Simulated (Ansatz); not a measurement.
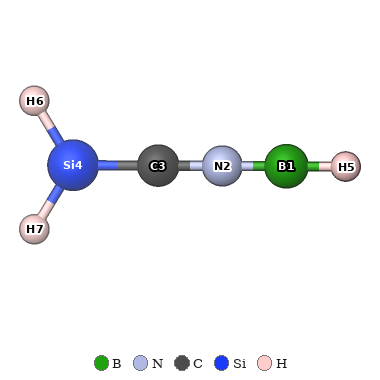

The system is CH3BNSi, SMILES [BH]N=C=[SiH2], spin multiplicity 2; the picture shows the reference structure. First axis: umbrella angle at Si4 (between each of its bonds and their common axis; 90 is planar). Second axis: change of the bonds Si4–C3, Si4–H6, Si4–H7, all alike. Nothing is relaxed (all other coordinates rigid). The grid has 9 × 9 points; 79 points were computed and 2 follow by symmetry. Points are written as (first, second). Energies: kJ/mol, counted from the relaxed molecule at the same level. Level of theory: UKS PBE0-D4/def2-TZVP in Ansatz.

Its coordinates:

```xyz
7

B    -1.3569   -1.6548   -1.0836
N    -0.6405   -0.7811   -0.5114
C     0.0742    0.0908    0.0596
Si    1.0257    1.2498    0.8185
H    -2.0182   -2.4613   -1.6118
H     1.3918    1.1268    2.2422
H     1.5239    2.4298    0.0866
```

Range: umbrella angle at Si4 (between each of its bonds and their common axis; 90 is planar) from 66 to 114°; change of the bonds Si4–C3, Si4–H6, Si4–H7, all alike from −0.170 to 0.262 Å.

Question: What will the energy surface look like?

Answer: The lowest grid point is at (90°, −0.008 Å), 0.23 kJ/mol from the relaxed molecule at the same level. It is the only kind of minimum in the scanned range. The highest grid point, (66°, −0.170 Å), lies 210 kJ/mol above the lowest. Round the minimum the two coordinates are nearly uncoupled.

```tsv
second ↓, first →	66	72	78	84	90	96	102	108	114
0.262	131	137	149	163	169	163	149	137	131
0.208	92	94	102	112	116	111	102	94	92
0.154	60	58	61	67	69	66	61	58	60
0.100	38	31	30	31	32	31	29	31	38
0.046	28	16	10	8	7	8	10	16	28
−0.008	34	18	8	2	0	2	8	18	34
−0.062	63	41	27	18	15	18	27	41	63
−0.116	119	93	74	63	59	63	74	93	119
−0.170	210	180	157	144	139	144	157	179	210
```

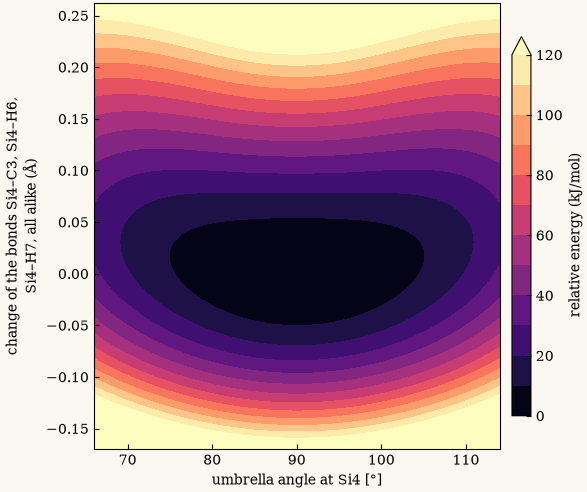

Drawn: filled contours, one colour for all values above the top of the scale. Between grid points the surface is interpolated.

Time for the 79 points that were run: 9.3 min on 1 thread of Intel(R) Xeon(R) 6975P-C (Granite Rapids), on a shared host.
